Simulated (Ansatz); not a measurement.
The relaxed structure here is a generated cell of LiNbO3: the first start was made by a random draw of sites in a space group, and the end was not matched to a known phase here, so it may be hypothetical. Known forms of LiNbO3 include space group No. 161.

A relaxed structure of LiNbO3. Space group I4cm (No. 108). Calculation: r2SCAN (plane waves to 500 eV, PAW, scalar-relativistic; Ansatz, an electronic-structure program).

Space group I4cm (No. 108); a = b = 5.4063 Å, c = 8.1936 Å, α = β = γ = 90.00°

```
atom  site  symmetry       x       y       z
----  ----  --------  ------  ------  ------
Li      4b      2.mm  0.0000  0.5000  0.4487
Nb      4a       4..  0.0000  0.0000  0.2630
O       8c       ..m  0.3023  0.1977  0.3025
O       4a       4..  0.0000  0.0000  0.0424
```
(The calculation used a cell of 10 atoms; values per cell refer to that cell.)

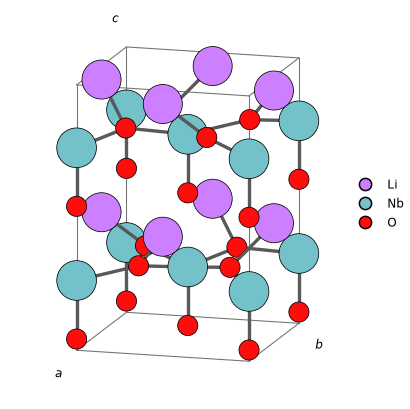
*The conventional cell of the relaxed structure*

- Volume per atom: 11.97 Å³
- Density: 4.10 g/cm³
- Band gap: 2.78 eV, direct within 0.03 eV (at Γ) (no spin-orbit coupling)
- Smallest direct gap: 2.80 eV at Γ
- Shortest distances: Nb–O 1.81 Å; Li–O 1.93 Å; O–O 2.76 Å; Li–Nb 3.10 Å
- k-mesh: 9×9×9

Band energies at high-symmetry points (eV from the VBM; labels of this space group; no spin-orbit coupling), from −5 eV up to 7.8 eV:

```
point                                                                                                                                             energies
-----  ---------------------------------------------------------------------------------------------------------------------------------------------------
Γ       -4.85 -4.67 -4.16 -4.16 -4.16 -2.60 -2.60 -2.47 -1.60 -1.60 -1.39 -1.28 -0.68 -0.68 -0.31 -0.02 -0.02 2.78 4.17 4.17 5.29 5.69 5.88 5.88 7.09 7.32
X           -4.98 -4.94 -4.76 -4.29 -3.04 -2.66 -2.66 -2.66 -2.35 -2.06 -2.00 -1.81 -1.55 -1.54 -1.49 -1.13 -0.85 -0.01 4.25 4.78 4.79 5.13 5.64 5.89 6.87
P                -4.98 -4.98 -3.76 -3.76 -3.42 -3.42 -2.66 -2.66 -2.60 -2.60 -2.07 -2.07 -1.39 -1.39 -1.04 -1.04 -0.60 -0.60 4.78 4.78 4.92 4.92 5.44 5.44
N                -4.28 -4.28 -4.16 -4.16 -3.57 -3.57 -3.13 -3.13 -2.48 -2.48 -2.24 -2.24 -0.95 -0.95 -0.70 -0.70 -0.54 -0.54 4.23 4.23 4.79 4.79 5.08 5.08
M             -4.86 -4.47 -3.34 -3.34 -2.50 -2.50 -1.97 -1.95 -1.95 -1.51 -1.36 -1.36 -1.19 -0.47 -0.47 -0.44 2.81 5.07 5.07 5.25 5.63 5.63 6.75 7.39 7.50
S      -4.99 -4.74 -4.46 -4.16 -3.78 -3.68 -2.50 -2.49 -2.27 -1.97 -1.75 -1.60 -1.47 -1.07 -1.07 -0.92 -0.79 -0.37 3.55 4.62 4.76 4.86 5.51 5.73 7.07 7.78
S0     -4.99 -4.74 -4.46 -4.16 -3.78 -3.68 -2.50 -2.49 -2.27 -1.97 -1.75 -1.60 -1.47 -1.07 -1.07 -0.92 -0.79 -0.37 3.55 4.62 4.76 4.86 5.51 5.73 7.07 7.78
R           -4.98 -4.95 -4.42 -3.97 -3.57 -3.19 -3.05 -2.55 -2.07 -1.94 -1.93 -1.70 -1.64 -1.59 -0.98 -0.75 -0.70 -0.36 3.77 4.50 4.92 5.05 5.60 5.67 7.03
```

No spin polarisation in the result.

The run could not lower the symmetry of its start; a shaken copy of this end point relaxes with r2SCAN to R3c (No. 161), 86 meV/atom lower.
